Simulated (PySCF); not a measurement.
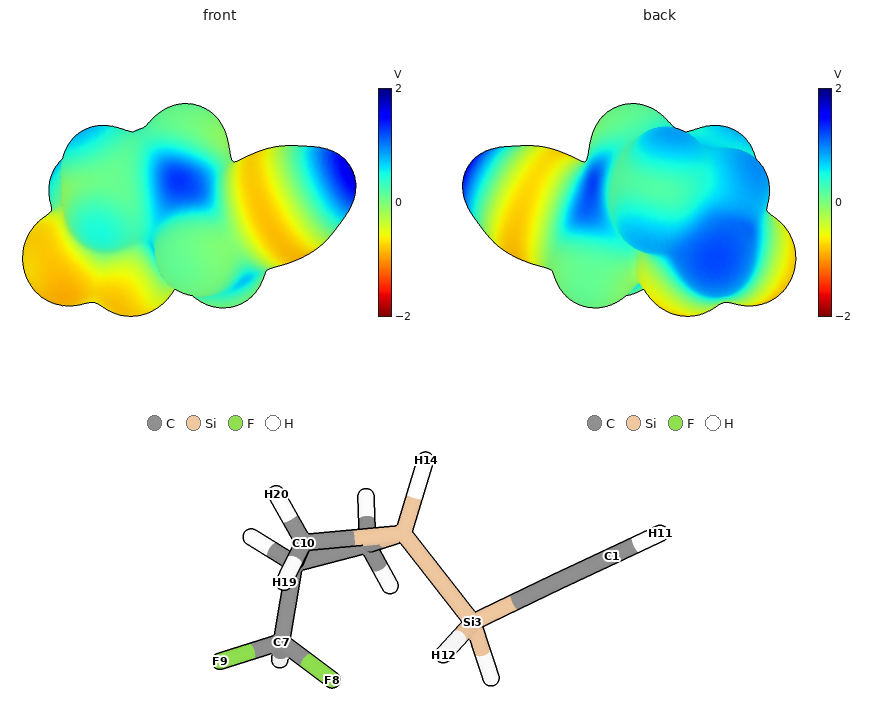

*C6H10F2Si2. The molecular electrostatic potential painted on the density surface at 0.002 e/bohr³, seen from the front and from behind; red is negative and blue positive. The bare structure is drawn below in the same view.*

Geometry: GFN2-xTB.

The calculation used PySCF, PBE0/pcSseg-1, SCF density, gas phase, non-relativistic.

```yaml
atoms:
  - { symbol: C, position_ang: [4.6397, -0.5291, -1.0564] }
  - { symbol: C, position_ang: [3.4619, -0.7659, -1.0007] }
  - { symbol: Si, position_ang: [1.6502, -1.1413, -0.9313] }
  - { symbol: Si, position_ang: [0.6768, 0.4791, 0.4042] }
  - { symbol: C, position_ang: [-0.7640, 1.5128, -0.3490] }
  - { symbol: C, position_ang: [-1.7958, 0.6997, 0.4505] }
  - { symbol: C, position_ang: [-2.5277, -0.2641, -0.4612] }
  - { symbol: F, position_ang: [-1.6580, -1.0936, -1.1012] }
  - { symbol: F, position_ang: [-3.3628, -1.0771, 0.2346] }
  - { symbol: C, position_ang: [-0.8652, -0.0442, 1.4247] }
  - { symbol: H, position_ang: [5.6708, -0.3223, -1.1036] }
  - { symbol: H, position_ang: [1.5338, -2.4960, -0.3735] }
  - { symbol: H, position_ang: [1.1856, -1.1521, -2.3240] }
  - { symbol: H, position_ang: [1.5560, 1.3516, 1.2039] }
  - { symbol: H, position_ang: [-0.7732, 2.5610, -0.0593] }
  - { symbol: H, position_ang: [-0.9281, 1.4707, -1.4245] }
  - { symbol: H, position_ang: [-2.5574, 1.3075, 0.9461] }
  - { symbol: H, position_ang: [-3.1284, 0.2389, -1.2359] }
  - { symbol: H, position_ang: [-1.0998, -1.1031, 1.5091] }
  - { symbol: H, position_ang: [-0.9194, 0.3783, 2.4253] }
```

Question: Which sites attract a positive test charge, and which a negative one?

Answer: A positive charge is drawn to the negative regions and a negative charge to the positive ones. The most negative region (about −0.9 V) lies over C1, C2 and F9, the most positive (about +1.6 V) over H11.

Question: What dipole moment does the calculation give?

Answer: Its dipole moment is 2.08 D.
